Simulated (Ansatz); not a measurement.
**CH$_{8}$BNOSi: density, localisation and related maps**

Input

```
crystal:
  periodic: [false, false, false]
  atoms:
    - { symbol: B, position_ang: [-1.2185, 2.2023, 0.8901] }
    - { symbol: "N", position_ang: [-1.4827, 0.7668, 0.5815] }
    - { symbol: Si, position_ang: [0.0198, 0.1231, -0.0971] }
    - { symbol: O, position_ang: [-0.061, -1.5581, -0.4073] }
    - { symbol: C, position_ang: [1.0779, -2.0696, -0.9363] }
    - { symbol: H, position_ang: [-0.4534, 2.6086, 1.6631] }
    - { symbol: H, position_ang: [-2.27423, 1.08846, -0.01147] }
    - { symbol: H, position_ang: [-1.6057, 0.3111, 1.4908] }
    - { symbol: H, position_ang: [0.3844, 0.8446, -1.2903] }
    - { symbol: H, position_ang: [1.1389, 0.3234, 0.9159] }
    - { symbol: H, position_ang: [1.3287, -1.5723, -1.8626] }
    - { symbol: H, position_ang: [0.9725, -3.1377, -1.107] }
    - { symbol: H, position_ang: [1.8557, -1.9324, -0.1978] }
basis:
  gaussian: { orbitals: "6-31G" }
hamiltonian:
  xc: pbe
  dispersion: d4
relax:
  f_tol: 0.02
  max_steps: 50
output:
  orbitals: {}
```

Run with:

```sh
ansatz run input.yaml --threads 1 --pin off --max-ram 2048MiB --backend cpu --events-out ev --progress --plain --runs-dir out
```

The fields are those of the relaxed geometry.

Computed with RKS PBE-D4/6-31G in Ansatz 0.2.0.

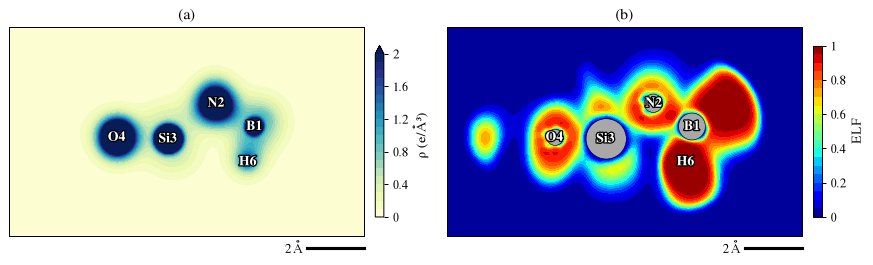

Figure 1. (a) electron density; (b) ELF on the plane of atoms N2, Si3 and O4. Grey discs cover the atomic cores in the ELF map.

Read the bonding off the picture.

Atoms in the plane: B, N, Si, O and H. B–N (1.58 Å): ρ is about 1.3 e/Å³ halfway; the ELF peaks at about 0.95 between the atoms (a polar covalent bond). Si–O (1.78 Å): the density is about 0.75 e/Å³ at the midpoint; the ELF peaks at about 0.85 between the atoms, as expected for a shared but strongly polarised pair. Si–N (2.05 Å): ρ is about 0.55 e/Å³ halfway, with its minimum of 0.47 e/Å³ about 0.8 Å from Si; the ELF peaks at about 0.90 in the valence shell of N, 0.7 Å from its nucleus, and is about 0.65 at the midpoint. B–H (1.24 Å): ρ is about 1.1 e/Å³ halfway; the ELF climbs to about 1 towards the hydrogen, as it does in any bond to H: a covalent bond by its length. The ELF also peaks beside O4, away from the bonds: lone-pair regions.

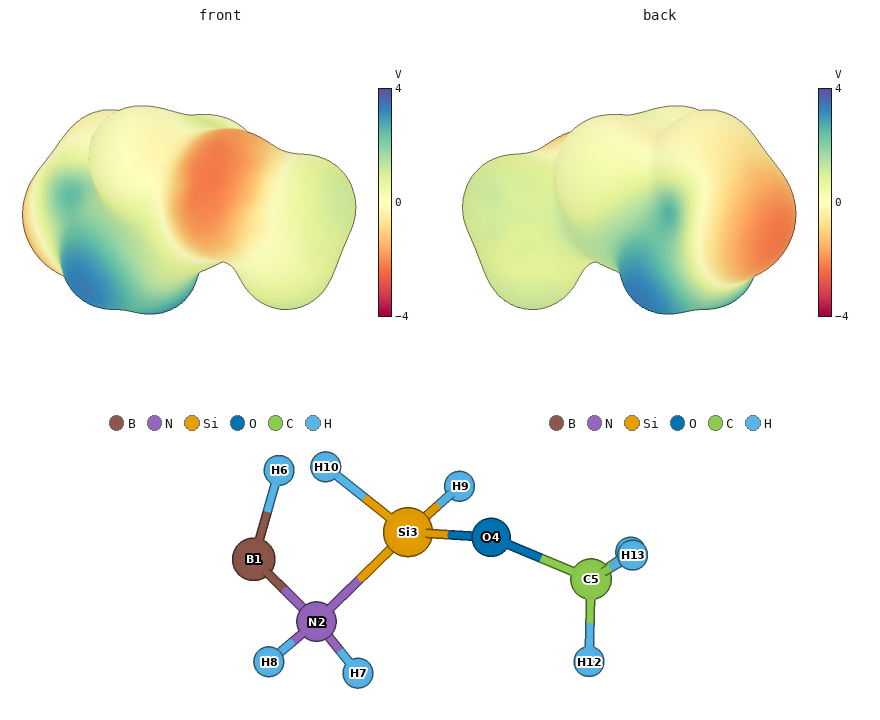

Figure 2. The molecular electrostatic potential painted on the density surface at 0.004 e/bohr³, seen from the front and from behind; the colour scale runs from red (negative) to blue (positive). The bare structure is drawn below in the same view.

Which sites attract a positive test charge, and which a negative one?

A positive charge is drawn to the negative regions and a negative charge to the positive ones. The most negative region (about −2.2 V, or −51 kcal/mol for a unit charge) lies over O4, the most positive (about +3.3 V, or +76 kcal/mol for a unit charge) over H7 and H8. O4 is the likeliest acceptor of a hydrogen bond.

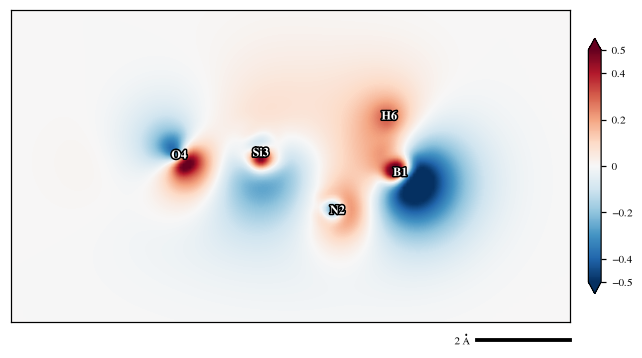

Figure 3. The HOMO on the plane of atoms B1, N2 and Si3 (values in Å⁻³ᐟ²; the overall sign is arbitrary).

What is the character of this orbital?

Its weight (Hirshfeld) is mainly on B1 (about 60 %), Si3 (about 15 %), O4 (about 10 %) and N2 (about 5 %). Its energy is −3.50 eV.

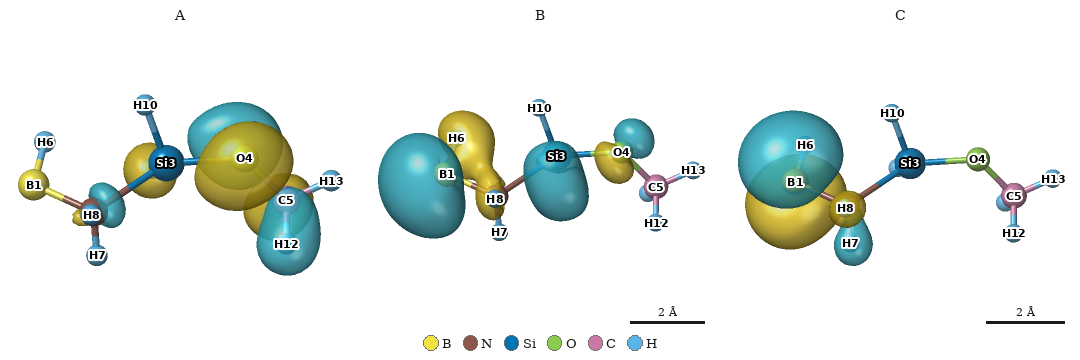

Figure 4. Three frontier orbitals at ±0.1 Å⁻³ᐟ² (yellow and cyan are the two phases), in no order.

Order the three orbitals by energy and name them.

A is the HOMO−1 (−6.19 eV). Its weight (Hirshfeld) is mainly on O4 (about 65 %) and C5 (about 10 %). B is the HOMO (−3.50 eV). By Hirshfeld shares it lies mainly on B1 (about 60 %), Si3 (about 15 %), O4 (about 10 %) and N2 (about 5 %). C is the LUMO (−2.18 eV). Its weight (Hirshfeld) is mainly on B1 (about 80 %) and H6 (about 5 %).

What is the HOMO–LUMO gap?

1.32 eV between the orbital energies.
